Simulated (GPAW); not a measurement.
# Polarising 1T-MnSTe monolayer with a field along the normal

The dipole of the cell at several fields, atoms fixed. What does the strongest field give, and what length does the slope stand for?

**Method.** GPAW 26.7.0, plane waves (400 eV), PAW setups, PBE, 9×9 mesh, a dipole layer in the vacuum; geometry relaxed without an applied field with GPAW. The cell's area is 10.89 Å², and e/ε0 = 180.95 V Å.

What came out, but for one run:

```tsv
field (V/Å)	dipole (e Å)
−0.2	−0.1291
−0.1	−0.0974
−0.05	−0.0816
0.05	−0.0499
0.1	−0.0340
0.2	−0.0022
0.3	?
```

Q: What is the dipole at 0.3 V/Å?

Worked answer. A line through the 6 points has the slope α = 0.317 e Å per V/Å and the intercept p₀ = −0.0657 e Å (r.m.s. residual 4.3e−05). At 0.3 V/Å it gives p = −0.0657 + 0.317 × 0.3 = 0.0295 e Å; the run gives 0.0296 e Å, so the response stays linear to 0.2 % of the induced part. Dividing by ε0 and the area: α/(ε0 A) = 0.317 × 180.95 / 10.89 = 5.27 Å, against 2.89 Å between the outer nuclei.

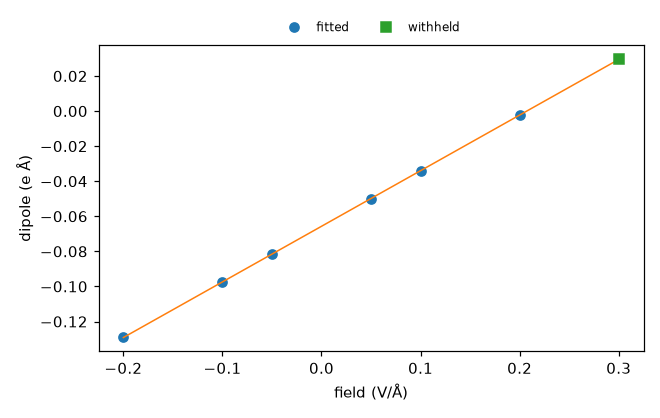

The line and the withheld run.

**Limits.** This is the electronic response alone; ions that move would add to it in polar layers. Spin-polarised runs started from parallel moments; another order may lie lower. Spin-orbit coupling is left out, which matters for the heavier atoms here. Layers with unlike faces were relaxed with their cell in a fully periodic cell without the dipole layer, so their atoms felt a small spurious field.

[Logs are printed without paths, hosts, clocks, repeated set-up lines and the standing remarks that a program may print on its own settings, such as how far it seeks lower states.]
